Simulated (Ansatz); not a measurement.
CH$_{5}$BS$_{2}$: several calculations on one system

### Relaxation

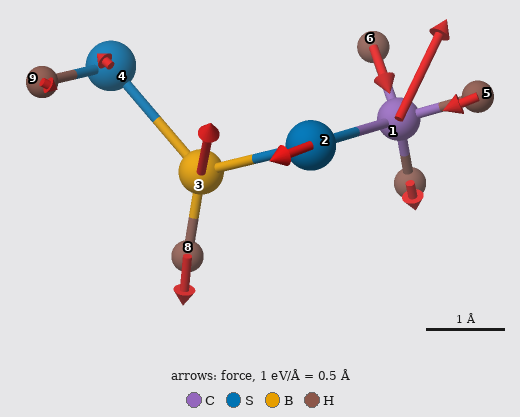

Starting geometry of CH$_{5}$BS$_{2}$ with the computed forces as red arrows. The picture is a ball-and-stick view, seen at a tilt.

The run prepares an end point of a later path (torsion) calculation, from a guessed geometry.

All numbers below come from RKS PBE-D4/def2-SVP in Ansatz. Settings: no spin polarisation; force threshold 0.015 eV/Å; at most 40 steps.

Q: Is this structure relaxed? If not, where do the atoms go?

A: It isn't relaxed: the largest force vector, on the C atom, is 3.13 eV/Å. The final displacements have little in common with the starting forces (cosine between the two patterns −0.03). The largest move after the best rigid fit is that of an S atom, 1.27 Å. Largest moves by element: S 1.27 Å, H 1.25 Å, B 0.44 Å, C 0.14 Å. Some distances before and after: B–S 1.891 → 1.790 Å, C–S 1.763 → 1.835 Å, C–H 1.169 → 1.106 Å, B–H 1.160 → 1.214 Å. Bond angles that change, for instance: C–S–B 93.2° → 103.2°, S–B–H 122.8° → 116.0°, H–C–H 103.7° → 109.2°. Groups turn about B–S by about 95°, B–S by about 90°. After 22 accepted moves (26 points after the start) the energy has fallen by 42.4 kcal/mol. The largest force component goes from 2.5 to 0.015 eV/Å. The line search rejected the trial steps at points 11, 16, 18, 19 of the run. The forces were under the threshold at step 15, but the run went on from there.

### Relaxation

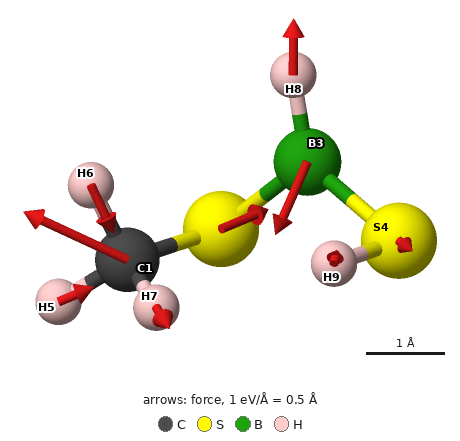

Starting geometry of CH5BS2 with the computed forces as red arrows. Style: ball-and-stick. Shown from a free direction.

The run prepares an end point of a later path (torsion) calculation, from a guessed geometry.

Level of theory: RKS PBE-D4/def2-SVP (Ansatz 0.2.0).

The input:
```yaml
crystal:
  periodic: [false, false, false]
  atoms:
    - { symbol: C, position_ang: [-0.1634, 0.557, -1.4467] }
    - { symbol: S, position_ang: [1.2256, 0.2385, -0.4082] }
    - { symbol: B, position_ang: [0.2136, -0.8002, 0.8049] }
    - { symbol: S, position_ang: [-0.04367, -2.59541, 0.43475] }
    - { symbol: H, position_ang: [0.1142, 1.23, -2.3258] }
    - { symbol: H, position_ang: [-0.984, 1.1658, -0.8795] }
    - { symbol: H, position_ang: [-0.6133, -0.338, -1.857] }
    - { symbol: H, position_ang: [-0.32978, -0.25414, 1.67199] }
    - { symbol: H, position_ang: [-1.18941, -2.46796, -0.31753] }
basis:
  gaussian: { orbitals: def2-SVP }
hamiltonian:
  xc: pbe
  dispersion: d4
relax:
  f_tol: 0.015
  max_steps: 40
output:
  orbitals: {}
```

Launched with:
```bash
ansatz run input.yaml --threads 1 --pin off --max-ram 2048MiB --backend cpu --events-out ev --progress --plain --runs-dir out
```

> What follows when this structure is relaxed?

It isn't relaxed: the largest force vector, on C1, is 3.08 eV/Å. The final displacements have little in common with the starting forces (cosine between the two patterns −0.01). The largest move after the best rigid fit is that of H9, 1.30 Å. By element the largest moves are H 1.30 Å, S 1.29 Å, C 0.26 Å, B 0.12 Å. Some distances before and after: S2–B3 1.891 → 1.786 Å, C1–S2 1.763 → 1.831 Å, C1–H6 1.169 → 1.107 Å, B3–H8 1.160 → 1.212 Å. Among the angles between lasting bonds that change: C1–S2–B3 93.2° → 104.5°, H5–C1–H6 103.7° → 109.3°, S2–C1–H5 111.6° → 107.3°. Groups turn about S2–B3 by about 90°, B3–S4 by about 85°. The energy falls by 1.878 eV in 19 accepted moves (20 points after the start). The largest force component goes from 2.4 to 0.0015 eV/Å. The line search rejected the trial step at point 15 of the run.

### Path

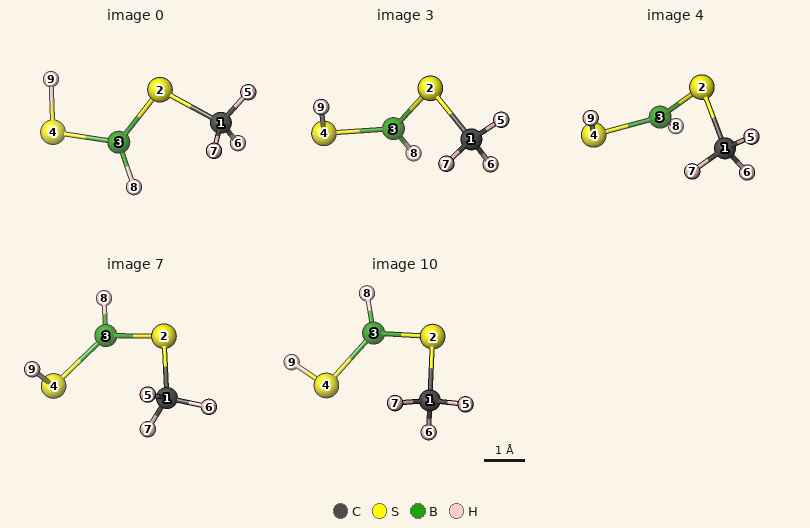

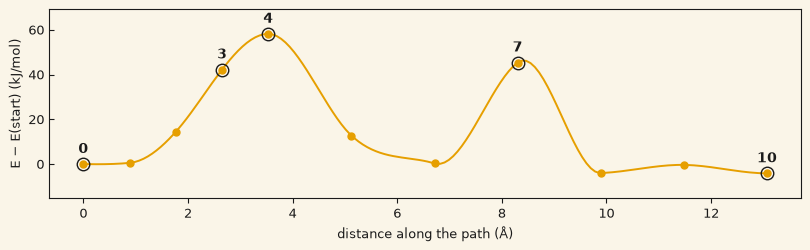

A search for the minimum-energy path of CH5BS2 by the nudged elastic band. Images are numbered from 0 (start) to 10 (end). The picture is a ball-and-stick view, seen at a tilt.

Computed with RKS PBE-D4/def2-SVP in Ansatz 0.2.0.

Input
```yaml
crystal:
  periodic: [false, false, false]
  atoms:
    - { symbol: C, position_ang: [-0.098765, 0.517868, -1.583854] }
    - { symbol: S, position_ang: [0.648108, 0.695016, 0.082711] }
    - { symbol: B, position_ang: [-0.144231, -0.603087, 1.026646] }
    - { symbol: S, position_ang: [0.218389, -0.898539, 2.763842] }
    - { symbol: H, position_ang: [0.35601, 1.295719, -2.225763] }
    - { symbol: H, position_ang: [-1.192635, 0.675744, -1.540464] }
    - { symbol: H, position_ang: [0.123376, -0.479261, -2.007492] }
    - { symbol: H, position_ang: [-0.96189, -1.343372, 0.519317] }
    - { symbol: H, position_ang: [1.140238, 0.093513, 2.947957] }
basis:
  gaussian: { orbitals: def2-SVP }
hamiltonian:
  xc: pbe
  dispersion: d4
neb:
  order_check: false
  images: 9
  f_tol: 0.05
  max_iterations: 60
  initial_path: idpp
  final_atoms:
    - { symbol: C, position_ang: [-0.23801919, 0.31539522, -1.53964019] }
    - { symbol: S, position_ang: [0.79665694, 1.15801456, -0.28538191] }
    - { symbol: B, position_ang: [0.55336089, 0.20667227, 1.20605886] }
    - { symbol: S, position_ang: [-0.52416005, -1.24207868, 1.25692048] }
    - { symbol: H, position_ang: [-0.11261555, 0.86295101, -2.4918618] }
    - { symbol: H, position_ang: [-1.30502366, 0.33468705, -1.24414196] }
    - { symbol: H, position_ang: [0.08825548, -0.73407314, -1.67526843] }
    - { symbol: H, position_ang: [1.15539555, 0.58979582, 2.18519122] }
    - { symbol: H, position_ang: [-0.3252504, -1.53776311, 2.57102373] }
```

Run as
```bash
ansatz run input.yaml --threads 1 --pin off --max-ram 2048MiB --backend cpu --events-out ev --progress --plain --runs-dir out
```

Question: What happens along the path, and what is the barrier?

Answer: The path has more than one stage, and so few images may leave a stage unresolved. No bond forms or breaks between the ends. Bond angles that change up to the highest image, for instance: C1–S2–B3 103.2° → 97.2°. The highest point, image 4, lies 58.2 kJ/mol above the start and 62.3 kJ/mol above the end; the end is at −4.1 kJ/mol relative to the start. The profile has 3 maxima (images 4, 7, 9) with a dip at image 6, 8 (+0.3 kJ/mol, −4.0 kJ/mol), so the process runs in steps. The band converged in 24 iterations. The largest component of the band force went from 2 to 0.042 eV/Å. The climbing image converged on the top of the path. Its vibrational analysis gives one imaginary mode (193i cm⁻¹), as a transition state must have.

The run took about 9 core-minutes on a shared host.
